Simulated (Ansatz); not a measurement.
# AlH (SMILES [AlH]): CCSD/3-21G

What is the electronic atomisation energy of AlH at CCSD/3-21G? 

The calculation is run with Ansatz 0.2.0.

53 further runs of the same task are left out: 53 set aside as unsound or not needed.

### Step 1. The molecule

The species is AlH (2 atoms), meant as a singlet with charge 0. SMILES: `[AlH]`. The shape comes from GFN2-xTB, which is rough for such elements, and wasn't checked as a minimum.

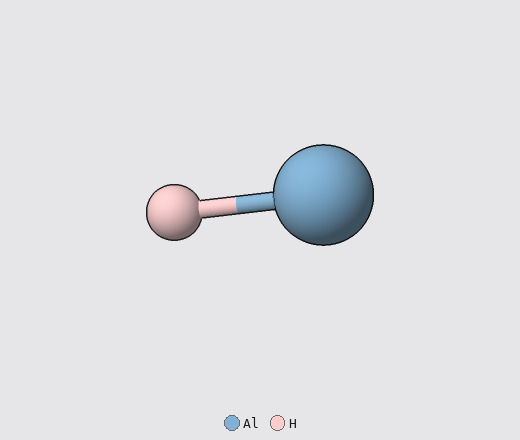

The structure, seen from a chosen angle (aluminium light blue, hydrogen pink).

### Step 2. A single-point energy at CCSD/3-21G

molecule.yaml

```yaml
crystal:
  periodic: [false, false, false]
  atoms:
    - {symbol: Al, position_ang: [0.000000, 0.000000, 0.000000]}
    - {symbol: H, position_ang: [0.000000, 0.000000, 1.613470]}
basis:
  gaussian:
    orbitals: 3-21G.json
correlation:
  method: ccsd
  frozen_orbitals: {Al: 5, H: 0}
accuracy: high
scf:
  omitted_lower_state_checks: [cluster_reference, increment]
```

The basis set 3-21G is read from a file made from the Basis Set Exchange's data (not shown).

On the command line:

```
ansatz run molecule.yaml --threads 1 --pin off --max-ram 2610MiB --events-out events.jsonl --progress --plain --runs-dir runs
```

Standard output (excerpt; [...] marks lines left out):

```text
Warning: RAYON_NUM_THREADS=1 ignored (pool sized by the plan → 1); use --threads N
Functional definition: HF
  name "HF"
[...]
280 factors; integrals over basis functions are off by at most 2.6e-9 eV
[...]
mean field -6561.25594689 eV, -241.1217086692 hartree, gradient 5.4e-8 eV, S^2 0.000000; 0 other end points of the search recorded, 0 dependent functions left out; unrestricted orbitals would lower it
5 core orbitals not correlated: weight in the atoms' cores, before any rotation towards them, 1.000 or more for the frozen orbitals, at most 0.000 for the correlated occupied ones
reference -6561.25594689 eV, -241.1217086692 hartree; 2, 2 occupied and 8, 8 virtual orbitals, 280 factors
second order -0.78535758 eV of doubles, -0.00000000 eV of singles
cycle   1  -1.04729089 eV  change   -2.6e-1 eV  update   6.2e-2
[...]
cycle  17  -1.23444300 eV  change  -1.6e-10 eV  update  3.9e-10
Total energy: -6562.49038990 eV, -241.1670736129 hartree
Checks for a lower state left out: cluster_reference, increment
```

Run time: 0.22 s. Hardware: 1 thread of Intel Xeon Platinum 8259CL at 2.50GHz (Skylake/Cascade Lake), shared host.

### Step 3. The Al atom, same level

input.yaml

```yaml
crystal:
  periodic: [false, false, false]
  atoms:
    - {symbol: Al, position_ang: [0.000000, 0.000000, 0.000000]}
basis:
  gaussian: {orbitals: 3-21G.json}
magnetization: {spin_polarized: true, initial_magnetization: 1}
correlation: {method: ccsd, frozen_orbitals: {Al: 5}}
accuracy: high
scf: {omitted_lower_state_checks: [cluster_reference, increment]}
```

The basis set 3-21G is read from a file made from the Basis Set Exchange's data (not shown).

Run the same way, it converges to -240.58010 Eh (log not shown).

### Step 4. The H atom: a single-point energy at UHF/3-21G

molecule.yaml

```yaml
basis:
  gaussian: {orbitals: 3-21G.json}
crystal:
  periodic: [false, false, false]
  atoms:
    - {symbol: H, position_ang: [0.000000, 0.000000, 0.000000]}
magnetization: {spin_polarized: true, initial_magnetization: 1}
hamiltonian: {xc: hf}
accuracy: high
```

The basis set 3-21G is read from a file made from the Basis Set Exchange's data (not shown).

Run the same way, it converges to -0.49620 Eh (log not shown).

### Step 5. Summary of results

At CCSD/3-21G, 5 core orbitals frozen:

```
                                             quantity          value
                               molecule: total energy  -241.16707 Eh
molecule: correlation energy (5 core orbitals frozen)      -45.4 mEh
                              molecule: T1 diagnostic          0.014
                                Al atom: total energy  -240.58010 Eh
 Al atom: correlation energy (5 core orbitals frozen)      -29.1 mEh
           Al atom: ⟨S²⟩ of the reference determinant          0.750
                               Al atom: T1 diagnostic          0.007
                                 H atom: total energy    -0.49620 Eh
                                         H atom: ⟨S²⟩          0.750
                        electronic atomisation energy       2.470 eV
```

In words: Taking the molecule apart into free atoms costs 2.47 eV (238 kJ/mol), before zero-point energy and without spin-orbit coupling. The basis has no polarisation functions, which makes bonds too weak. The restricted solution (molecule) is unstable to spin breaking: an unrestricted one lies lower.
